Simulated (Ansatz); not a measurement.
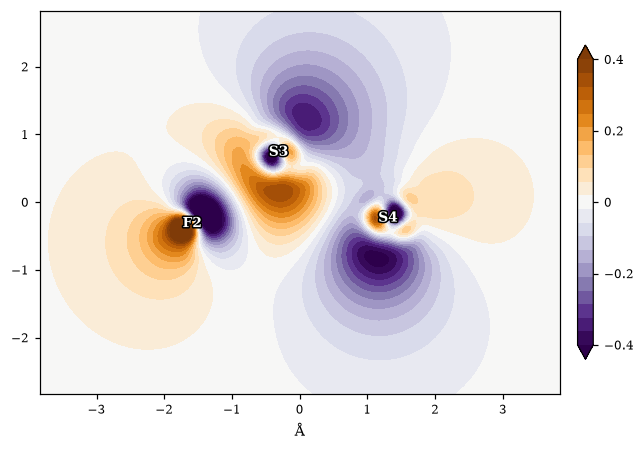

Figure. F$_{2}$S$_{2}$ (SMILES FSSF). The LUMO on the plane of atoms F2, S3 and S4 (values in Å⁻³ᐟ²; the overall sign is arbitrary).

Geometry: r2SCAN-D4/def2-TZVP.

All numbers below come from Ansatz 0.2.0, isolated molecule in a Gaussian basis; Kohn-Sham density functional theory, functional PBE0.

Q: Where does this orbital lie, and at what energy?

A: Its weight (Hirshfeld) is mainly on S4 (about 40 %), S3 (about 40 %), F2 (about 10 %) and F1 (about 10 %); π-antibonding (π*) across S4–S3. Its energy is −1.97 eV.
